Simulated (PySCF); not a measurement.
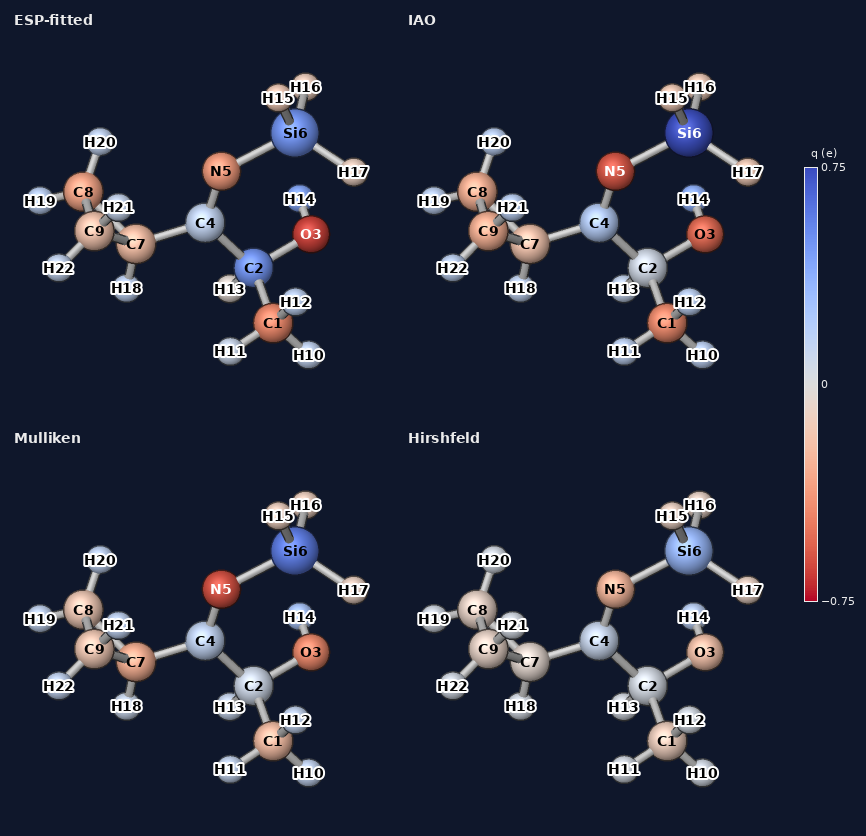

Atomic charges of one calculation by 4 schemes, on one colour scale. The computed structure is the end point of a GFN2-xTB optimisation. No frequency run is at hand to confirm it as a minimum. Method: PBE0/pcSseg-1 (PySCF 2.14.0).

On which atom do the schemes disagree most?

Answer. On O3 (from −0.64 to −0.19 e).

List the charges (e), one line for each set of equivalent atoms.

```csv
atom,ESP-fitted,IAO,Mulliken,Hirshfeld
C1,−0.43,−0.42,−0.22,−0.12
C2,0.48,0.06,0.07,0.04
O3,−0.64,−0.53,−0.42,−0.19
C4,0.13,0.19,0.14,0.10
N5,−0.36,−0.59,−0.60,−0.24
Si6,0.48,0.73,0.57,0.31
C7,−0.21,−0.18,−0.28,−0.05
C8,−0.32,−0.27,−0.15,−0.08
C9,−0.18,−0.27,−0.15,−0.08
H10,0.13,0.15,0.13,0.05
H11,0.09,0.15,0.12,0.05
H12,0.15,0.15,0.13,0.04
H13,−0.04,0.12,0.11,0.04
H14,0.40,0.35,0.24,0.17
H15,−0.14,−0.14,−0.12,−0.09
H16,−0.12,−0.14,−0.12,−0.09
H17,−0.10,−0.14,−0.10,−0.09
H18,0.15,0.14,0.10,0.04
H19,0.16,0.15,0.13,0.05
H20,0.13,0.16,0.15,0.05
H21,0.11,0.16,0.15,0.05
H22,0.12,0.15,0.13,0.05
```

The geometry is semi-empirical. Around Si such bond lengths and angles can be off by a tenth of an ångström or more and by several degrees, and values that hang on the shape move with them.
